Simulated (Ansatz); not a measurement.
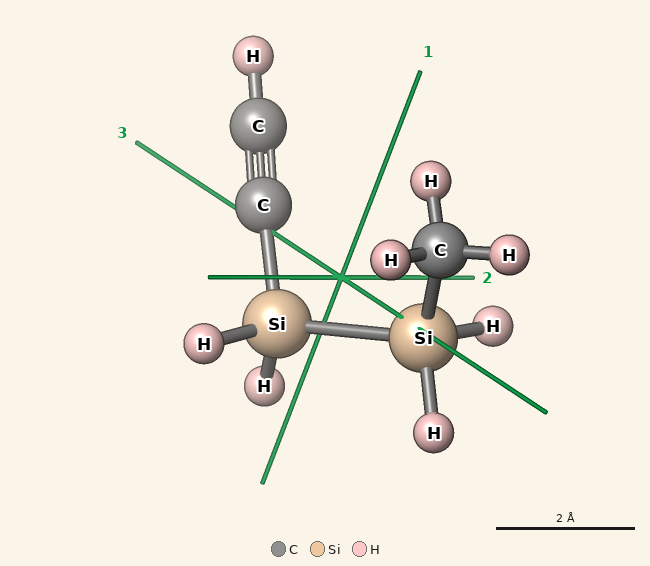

The three principal axes of inertia are drawn and numbered. Distant atoms are faded towards the background colour. The computed structure is the end point of a PBE0-D4/def2-TZVP optimisation. No frequency run is at hand to confirm it as a minimum. Masses are those of the most abundant isotopes; constants are for the rigid equilibrium geometry.

Which line is the a axis (least moment of inertia), which b and which c?

a is line 3, b is line 1, c is line 2; the moments are 114, 289, 365 u Å².

Classify the rotor and give the rotational constants (cm⁻¹).

An asymmetric top (C1): A = 0.148, B = 0.0582, C = 0.0462 cm⁻¹. Ray's parameter κ is −0.76, nearer the prolate limit.
